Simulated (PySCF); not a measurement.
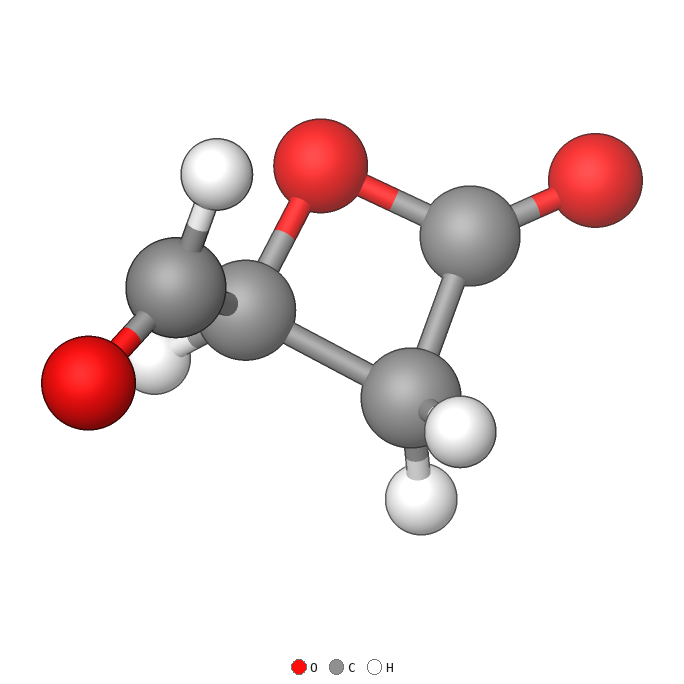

The picture shows a molecular structure as a ball-and-stick model. Every bond is drawn as one stick, whatever its order.

Computed geometry: GFN2-xTB optimisation. No frequency run is at hand to confirm it as a minimum.

**Which formula does it have?**

C₄H₄O₃, 11 atoms: 4 carbon, 4 hydrogen and 3 oxygen.

**Which point group does it belong to?**

C1.

**Count the bonded pairs by element.**

4 C–O, 4 C–H, 3 C–C.

More results for the same structure follow; atom numbers are the same in all pictures, views and colours differ.

### Ring current

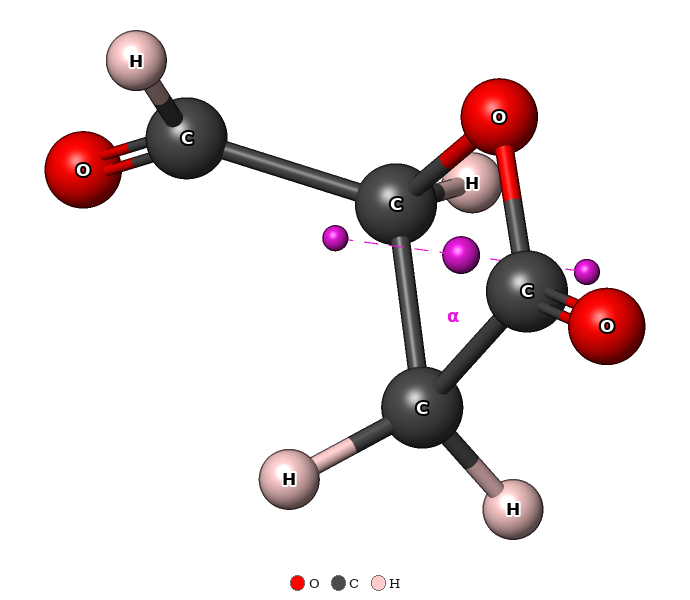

The small points mark where nucleus-independent chemical shifts (NICS) were computed: at the centre of each lettered ring and 1 Å above and below it. No frequency run is at hand to confirm it as a minimum. Level of theory: GIAO PBE0/pcSseg-1 NMR shielding, non-relativistic, gas phase (PySCF 2.14.0).

Give NICS(0), NICS(1) and the out-of-plane component NICS(1)zz for each ring (means of the two sides).

```tsv
ring	members	NICS(0)	NICS(1)	NICS(1)zz
α	C3O	−2.8	−2.0	−1.7
```

Values in ppm.

### Electronic properties

No frequency run is at hand to confirm it as a minimum. Level of theory: PBE0/def2-SVPD, gas phase (PySCF 2.14.0). Excitations: vertical, linear response.

**Give the lowest vertical singlet excitation at this level.**

4.16 eV.

**What is the dipole moment?**

1.73 D.

**Give the mean static polarisability at this level.**

54.0 bohr³.

**Estimate the HOMO energy (Kohn–Sham orbital).**

−8.27 eV.

### Quadrupole coupling

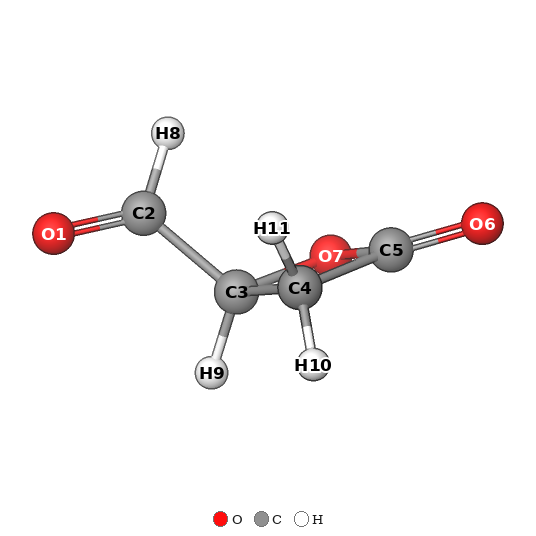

No frequency run is at hand to confirm it as a minimum. Electric field gradients from the ground-state density, PBE0/pcSseg-1 (PySCF 2.14.0), non-relativistic apart from any core potentials.

Give the largest field-gradient component, the quadrupole coupling constant and the asymmetry for 17O at O1 (Q = −25.6 mb), 17O at O6 (Q = −25.6 mb), 17O at O7 (Q = −25.6 mb), 2H at H8 (Q = 2.86 mb), 2H at H9 (Q = 2.86 mb).

```csv
atom,V_zz (a.u.),e²qQ/h (MHz),η
O1,−2.054,12.35,0.61
O6,−1.442,8.67,0.28
O7,1.571,−9.45,0.49
H8,0.270,0.182,0.02
H9,0.291,0.195,0.04
```

### Charges

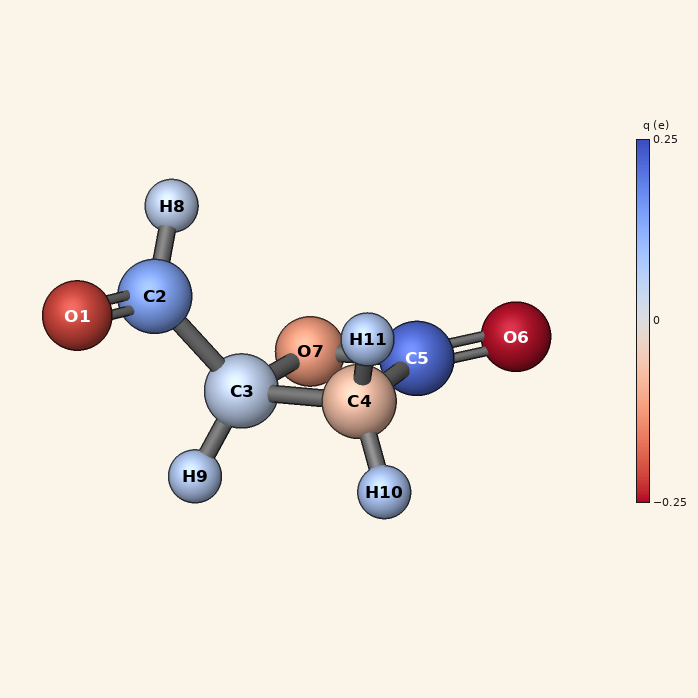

Atoms are coloured by their Hirshfeld charges. No frequency run is at hand to confirm it as a minimum. Properties computed with PBE0/pcSseg-1, gas phase (PySCF 2.14.0).

**Which atom carries the highest charge (most positive or least negative)?**

C5 (0.21 e).

**And the lowest?**

O6 (−0.24 e).

List the Hirshfeld charges.

| atom | value (e) |
| --- | --- |
| O1 | −0.21 |
| C2 | 0.14 |
| C3 | 0.04 |
| C4 | −0.07 |
| C5 | 0.21 |
| O6 | −0.24 |
| O7 | −0.12 |
| H8 | 0.05 |
| H9 | 0.06 |
| H10 | 0.07 |
| H11 | 0.07 |
